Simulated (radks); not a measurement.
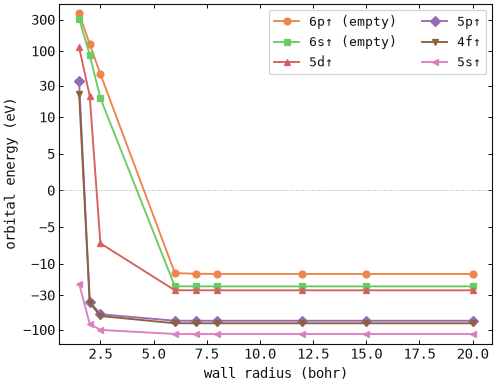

The Ir²⁺ ion in the configuration [Xe] 4f14 5d7 (high spin). It is put inside a hard spherical wall of varying radius. All numbers are computed, not measured: scalar-relativistic Kohn-Sham, PBEsol, spin-polarised, spherical densities, finite nucleus (the in-house radial solver radks). The plot shows the outer orbital energies (spin up), on a scale that is linear within ±10 eV and logarithmic beyond.

How do the levels move, and do any cross?

The levels rise as the wall closes in: 6p↑ goes from −14.3 eV at 20 bohr to 372.8 eV at 1.5 bohr and passes zero between 6 and 2.5 bohr. No two of the levels drawn cross. The fastest to rise is 6p↑ (by 387.2 eV), the slowest 5s↑ (by 96.1 eV): the wall presses hardest on the most extended orbitals.
